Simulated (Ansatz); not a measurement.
A series of calculations on SiH₅Cl

### Relaxation

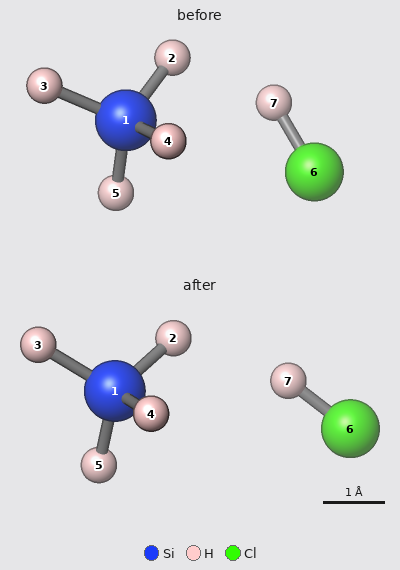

The structure of SiH₅Cl before (top) and after (bottom) a relaxation, at one scale.

A ball-and-stick model, seen from a free direction.

The run prepares an end point of a later path (reaction) calculation, from a guessed geometry.

The calculation used RKS B3LYP-D4/6-31G* (Ansatz).

The input:
```yaml
crystal:
  periodic: [false, false, false]
  atoms:
    - { symbol: Si, position_ang: [0.216428, 0.0, -0.064596] }
    - { symbol: H, position_ang: [0.19371, 0.0, 1.408185] }
    - { symbol: H, position_ang: [1.639677, 0.0, -0.495042] }
    - { symbol: H, position_ang: [-0.451855, 1.221062, -0.568471] }
    - { symbol: H, position_ang: [-0.451855, -1.221062, -0.568471] }
    - { symbol: Cl, position_ang: [-2.806699, 0.0, 1.358992] }
    - { symbol: H, position_ang: [-1.598106, 0.0, 1.918602] }
basis:
  gaussian: { orbitals: "6-31G*" }
hamiltonian:
  xc: b3lyp
  dispersion: d4
relax:
  f_tol: 0.03
  max_steps: 50
output:
  orbitals: {}
```

Run as
```bash
ansatz run input.yaml --threads 1 --pin off --max-ram 2048MiB --backend cpu --events-out ev --progress --plain --runs-dir out
```

> Describe what moved and what it gained.

The largest move after the best rigid fit is that of Cl6, 0.71 Å. By element the largest moves are Cl 0.71 Å, H 0.31 Å, Si 0.20 Å. Near-neighbour distances that change, for instance: Cl6–H7 1.332 → 1.292 Å, Si1–H2 1.473 → 1.492 Å. Over 12 accepted moves (14 points after the start) the energy falls by 2.89 kcal/mol. The largest force component goes from 1.1 to 0.0014 eV/Å. The line search rejected the trial steps at points 3, 7 of the run. The forces were under the threshold at step 5, but the run went on from there.

### Relaxation

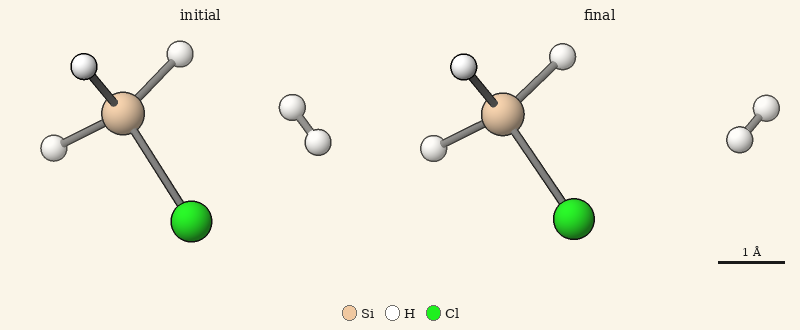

The structure of SiH$_{5}$Cl before (left) and after (right) a relaxation, at one scale.

The picture is a ball-and-stick view, seen at a tilt.

The run prepares an end point of a later path (reaction) calculation, from a guessed geometry.

Method: Ansatz 0.2.0, RKS B3LYP-D4/6-31G*. (no spin polarisation; force threshold 0.03 eV/Å; at most 50 steps)

Describe what moved and what it gained.

An H atom moves most after the best rigid fit: 1.16 Å. Largest moves by element: H 1.16 Å, Si 0.32 Å, Cl 0.27 Å. Near-neighbour distances that change, for instance: H–H 0.708 → 0.744 Å, Cl–Si 2.111 → 2.079 Å, H–Si 1.475 → 1.481 Å. Among the angles between lasting bonds that change: H–Si–Cl 112.4° → 108.5°. After 14 accepted moves (19 points after the start) the energy has fallen by 0.303 eV. Largest force component: 1.2 eV/Å at the start, 0.017 eV/Å at the end. The line search rejected the trial steps at points 5, 8, 10, 16, 18 of the run. The forces were under the threshold at step 7, but the run went on from there.

### Path

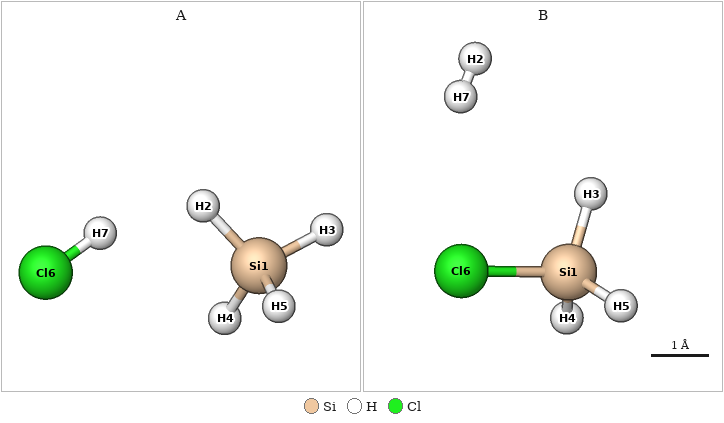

The two relaxed end points of a path for SiH5Cl. Style: ball-and-stick. Shown at a tilt.

Method: Ansatz, RKS B3LYP-D4/6-31G*.

Run with 5 movable images; climbing image; force threshold 0.03 eV/Å; iteration limit 60.

Start:
```xyz
7

Si    0.3595    0.0000   -0.1996
H     0.0753    0.0000    1.2649
H     1.8309    0.0000   -0.3947
H    -0.2387    1.2164   -0.8027
H    -0.2387   -1.2164   -0.8027
Cl   -3.1695    0.0000    1.9638
H    -1.8775    0.0000    1.9602
```

End:
```xyz
7

Si   -0.4062    0.0000   -0.7402
H    -0.0241    0.0000    3.4044
H     0.6932    0.0000    0.2519
H    -0.3427    1.2163   -1.5835
H    -0.3427   -1.2163   -1.5835
Cl   -2.2171    0.0000    0.2820
H    -0.6192    0.0000    2.9583
```

What barrier does the band find between them, and by what path?

The highest point, image 2, lies 1.86 eV above the start and 2.61 eV above the end; the end is at −0.75 eV relative to the start. Breaking: Cl6–H7 (1.29 → 1.77 at the top → 3.12 Å), Si1–H2 (1.49 → 1.72 at the top → 4.16 Å). Forming: H2–H7 (2.07 → 0.88 at the top → 0.74 Å), Si1–Cl6 (4.14 → 2.56 at the top → 2.08 Å). The band converged in 15 iterations, with a climbing image at the top.

Energies of the converged images:

```tsv
image	path (Å)	E (eV)
0	0.00	0.000
1	1.01	0.193
2	2.03	1.857
3	2.78	0.718
4	3.53	-0.360
5	4.28	-0.713
6	5.03	-0.749
```

The geometry at the top of the path:

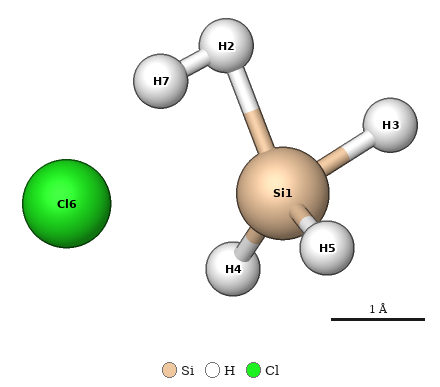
